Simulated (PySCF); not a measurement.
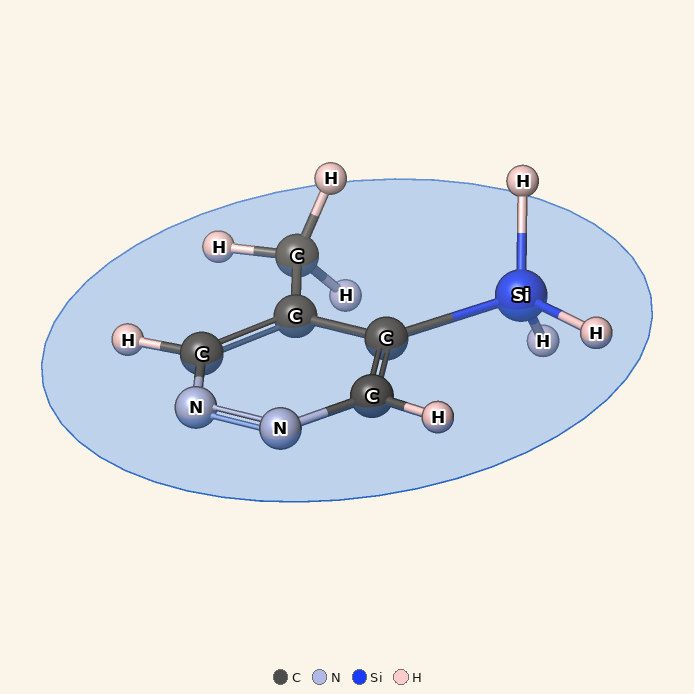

All proper rotation axes (lines) and mirror planes (discs) of the structure are drawn in. Atoms fade into the background with distance from the viewer. The computed structure is the end point of a GFN2-xTB optimisation. No frequency run is at hand to confirm it as a minimum.

Q: Name the symmetry elements and the point group.

A: It has 1 mirror plane. Point group Cs. The group has 2 operations. The geometry is achiral, and symmetry allows a dipole moment.
